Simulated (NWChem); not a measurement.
**One shape, several levels: CH6B2N (SMILES BNB[CH2])**

We compute a comparison of 4 runs (UHF/STO-3G, UHF/3-21G, UB3LYP/6-31G*) of CH6B2N. 

The calculation is run with NWChem 7.3.0.

## 1. The structure to begin with

CH6B2N has 10 atoms, charge 0, and is taken as a doublet. SMILES: `BNB[CH2]`. Geometry: relaxed at GFN2-xTB. This is one conformer, not always the lowest.

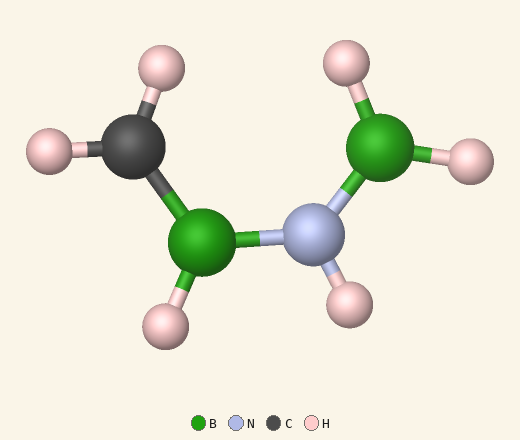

Viewed from a chosen angle; boron green, nitrogen light blue, carbon dark grey, hydrogen pink.

## 2. Energy and gradient at UHF/STO-3G (run 1)

The input, mol.nw:

```
START mol
TITLE "CH6B2N"
memory 2200 mb

GEOMETRY units angstrom noautosym nocenter noautoz
   B    -1.048590    1.265630    0.121990
   N     0.022020    0.739610   -0.618430
   B     0.795540   -0.457260   -0.454260
   C     0.483150   -1.465310    0.625760
   H    -1.525730    2.284230   -0.214230
   H    -1.455290    0.698930    1.060280
   H     0.316230    1.304050   -1.404300
   H     1.685660   -0.637140   -1.202880
   H    -0.344230   -1.376040    1.309770
   H     1.071240   -2.356700    0.776290
END

BASIS spherical bse
   * library STO-3G
END

SCF
   doublet
   uhf
   thresh 1e-08
   maxiter 80
   noprint "final vectors analysis"
END

TASK scf gradient
```

Run with:

```bash
$ nwchem mol.nw > mol.out
```

Output:

```text
[...]
  functions       =    26
[...]
  wavefunction    = UHF
[...]
         Total SCF energy =   -143.419168599574
      One electron energy =   -380.996470478211
      Two electron energy =    143.105749732072
 Nuclear repulsion energy =     94.471552146566
                       Sz =      0.5000
                 Sz(Sz+1) =      0.7500
                      S^2 =      0.7604
[...]
                         UHF ENERGY GRADIENTS
    atom               coordinates                        gradient
                 x          y          z           x          y          z
   1 B      -1.981548   2.391694   0.230528    0.005677  -0.001166  -0.004841
   2 N       0.041612   1.397660  -1.168663   -0.004084   0.007602  -0.002127
   3 B       1.503353  -0.864096  -0.858427   -0.002431  -0.013114   0.013040
   4 C       0.913021  -2.769034   1.182515    0.000892   0.011860  -0.010581
   5 H      -2.883212   4.316569  -0.404836   -0.003276   0.007600  -0.003076
   6 H      -2.750099   1.320786   2.003639   -0.001863  -0.003796   0.005656
   7 H       0.597588   2.464297  -2.653742   -0.003224  -0.008275   0.009736
   8 H       3.185436  -1.204020  -2.273114    0.007674  -0.002063  -0.005941
   9 H      -0.650500  -2.600339   2.475106    0.003684  -0.001578  -0.002505
  10 H       2.024350  -4.453517   1.466975   -0.003048   0.002929   0.000639
[...]
```

Wall time 2.3 s (1 thread of Intel Xeon Platinum 8488C (Sapphire Rapids), shared host); peak memory 0.099 GiB.

## 3. Energy and forces at UHF/3-21G (run 2)

The input, ch6b2n.nw:

```
START ch6b2n
TITLE "CH6B2N gradient"
memory total 2200 mb

GEOMETRY units angstroms noautosym nocenter noautoz
B    -1.048590    1.265630    0.121990
N     0.022020    0.739610   -0.618430
B     0.795540   -0.457260   -0.454260
C     0.483150   -1.465310    0.625760
H    -1.525730    2.284230   -0.214230
H    -1.455290    0.698930    1.060280
H     0.316230    1.304050   -1.404300
H     1.685660   -0.637140   -1.202880
H    -0.344230   -1.376040    1.309770
H     1.071240   -2.356700    0.776290
END

BASIS spherical bse
* library 3-21G
END

SCF
doublet
uhf
thresh 1e-08
maxiter 80
END

TASK scf gradient
```

Run with:

```bash
$ nwchem ch6b2n.nw > ch6b2n.out
```

Output:

```text
[...]
  functions       =    48
[...]
  wavefunction    = UHF
[...]
         Total SCF energy =   -144.408831674026
      One electron energy =   -380.628084010759
      Two electron energy =    141.747700190168
 Nuclear repulsion energy =     94.471552146566
                       Sz =      0.5000
                 Sz(Sz+1) =      0.7500
                      S^2 =      0.7579
[...]
                         UHF ENERGY GRADIENTS
    atom               coordinates                        gradient
                 x          y          z           x          y          z
   1 B      -1.981548   2.391694   0.230528    0.009067  -0.002909  -0.007081
   2 N       0.041612   1.397660  -1.168663   -0.014897  -0.009881   0.023982
   3 B       1.503353  -0.864096  -0.858427    0.000580  -0.001750   0.001214
   4 C       0.913021  -2.769034   1.182515    0.001759   0.017753  -0.015529
   5 H      -2.883212   4.316569  -0.404836    0.004187  -0.007543   0.001594
   6 H      -2.750099   1.320786   2.003639    0.004266   0.004149  -0.007997
   7 H       0.597588   2.464297  -2.653742    0.001416   0.001540  -0.003144
   8 H       3.185436  -1.204020  -2.273114   -0.005987   0.000806   0.005357
   9 H      -0.650500  -2.600339   2.475106   -0.000031  -0.001201   0.000494
  10 H       2.024350  -4.453517   1.466975   -0.000360  -0.000965   0.001109
[...]
```

It took 3.3 s on 1 thread of Intel Xeon Platinum 8488C (Sapphire Rapids), shared host; peak memory 0.099 GiB.

Run 3 isn't shown in full; the table further down has it.

## 4. Energy and gradient at UB3LYP/6-31G(d) (Cartesian functions) (run 4)

The input, run.py:

```python
from ase import Atoms
from ase.calculators.nwchem import NWChem

system = Atoms(['B', 'N', 'B', 'C', 'H', 'H', 'H', 'H', 'H', 'H'], positions=[
    [-1.048590, 1.265630, 0.121990],
    [0.022020, 0.739610, -0.618430],
    [0.795540, -0.457260, -0.454260],
    [0.483150, -1.465310, 0.625760],
    [-1.525730, 2.284230, -0.214230],
    [-1.455290, 0.698930, 1.060280],
    [0.316230, 1.304050, -1.404300],
    [1.685660, -0.637140, -1.202880],
    [-0.344230, -1.376040, 1.309770],
    [1.071240, -2.356700, 0.776290],
])

calc = NWChem(
    label='sp',
    theory='dft',
    memory='2200 mb',
    basis='6-31G*',
    dft={'xc': 'b3lyp', 'mult': '2', 'grid': 'xfine', 'convergence': 'energy 1e-08', 'iterations': '100', 'mulliken': None},
)
system.calc = calc

forces = system.get_forces()
print("Total energy (eV):", round(system.get_potential_energy(), 6))
print("forces (eV/A):")
for s, f in zip(system.symbols, forces):
    print(f"{s:2s} {f[0]:10.5f} {f[1]:10.5f} {f[2]:10.5f}")
```

Run with:

```bash
$ export ASE_NWCHEM_COMMAND="nwchem PREFIX.nwi > PREFIX.nwo"
$ python run.py
```

Output:

```text
Total energy (eV): -3977.77921
forces (eV/A):
B     0.02036   -0.00041   -0.03430
N     0.26580    0.08968   -0.37224
B    -0.18995    0.10578    0.10104
C    -0.01836   -0.23911    0.21572
H    -0.23952    0.52409   -0.17052
H    -0.21268   -0.35486    0.52404
H     0.04731    0.15627   -0.16111
H     0.41580   -0.04201   -0.38309
H    -0.32072    0.05523    0.26950
H     0.23196   -0.29465    0.01095
```

The calculator wrote sp.nwi:

```
title "sp"

permanent_dir sp

scratch_dir sp

start sp

geometry units angstrom nocenter noautosym noautoz
  B  -1.0485899999999999e+00 1.2656300000000000e+00 1.2199000000000000e-01
  N  2.2020000000000001e-02 7.3960999999999999e-01 -6.1843000000000004e-01
  B  7.9554000000000002e-01 -4.5726000000000000e-01 -4.5426000000000000e-01
  C  4.8315000000000002e-01 -1.4653099999999999e+00 6.2575999999999998e-01
  H  -1.5257300000000000e+00 2.2842300000000000e+00 -2.1423000000000000e-01
  H  -1.4552900000000000e+00 6.9893000000000005e-01 1.0602799999999999e+00
  H  3.1623000000000001e-01 1.3040499999999999e+00 -1.4043000000000001e+00
  H  1.6856599999999999e+00 -6.3714000000000004e-01 -1.2028799999999999e+00
  H  -3.4422999999999998e-01 -1.3760399999999999e+00 1.3097700000000001e+00
  H  1.0712400000000000e+00 -2.3567000000000000e+00 7.7629000000000004e-01
end

memory 2200 mb

basis noprint
   * library 6-31G*
end

dft
  xc b3lyp
  mult 2
  grid xfine
  convergence energy 1e-08
  iterations 100
  mulliken
end

task dft gradient
```

sp.nwo:

```text
Northwest Computational Chemistry Package (NWChem) 7.3.0
             --------------------------------------------------------

           Job information
           ---------------

    nwchem branch   = 7.3.0
    use scalapack   = T
    input           = sp.nwi
    prefix          = sp.
    data base       = sp/sp.db
    status          = startup
    nproc           =        1

           Memory information
           ------------------

[... 5 lines left out ...]
    hardfail = no
[... 124 lines left out ...]
          Convergence on energy requested:  1.00D-08
[... 30 lines left out ...]
          total energy or number of iterations.
[... 111 lines left out ...]
      One electron energy =     -382.196394043606
[... 1143 lines left out ...]
          Convergence on energy requested:  1.00D-08
[... 30 lines left out ...]
          total energy or number of iterations.
[... 36 lines left out ...]
                 ----------------------------------------
                 |  Time  |  1-e(secs)   |  2-e(secs)   |
                 ----------------------------------------
                 |  CPU   |       0.00   |       1.58   |
                 ----------------------------------------
                 |  WALL  |       0.00   |       1.58   |
                 ----------------------------------------

 Task  times  cpu:       60.2s     wall:       60.2s
 Total times  cpu:       60.2s     wall:       60.2s
```

Run time: 62 s. Hardware: 1 thread of Intel Xeon Platinum 8488C (Sapphire Rapids), shared host; peak memory 0.15 GiB.

## 5. Overview of the runs

```csv
run,level,iteration cap,module,energy (Eh),dipole moment (D),⟨S²⟩,largest force (eV/Å),wall time
1,UHF/STO-3G,80,scf,-143.419169,0.64,0.760,0.959,2.3 s
2,UHF/3-21G,80,scf,-144.408832,0.62,0.758,1.538,3.3 s
3,UB3LYP/6-31G* (spherical functions),100,dft,-146.178017,0.56,0.753,0.669,56 s
4,UB3LYP/6-31G* (Cartesian functions),100,dft,-146.180691,0.55,0.753,0.668,62 s
```

## 6. Results

| quantity | value |
| --- | --- |
| run 4: total energy | -146.18069 Eh |
| run 4: dipole moment | 0.55 D |
| run 4: HOMO energy (highest over α and β) | -6.62 eV |
| run 4: LUMO energy (lowest over α and β) | -3.01 eV |
| run 4: ⟨S²⟩ | 0.753 |
| run 4: largest force on an atom | 0.668 eV/Å |

**Reading.** The dipole moment (its size) runs from 0.55 D (UB3LYP/6-31G*) to 0.64 D (UHF/STO-3G). The two ends differ in method and basis. In run 1 the basis is minimal, so the values are rough. All runs together took 2.1 min, the longest 62 s.
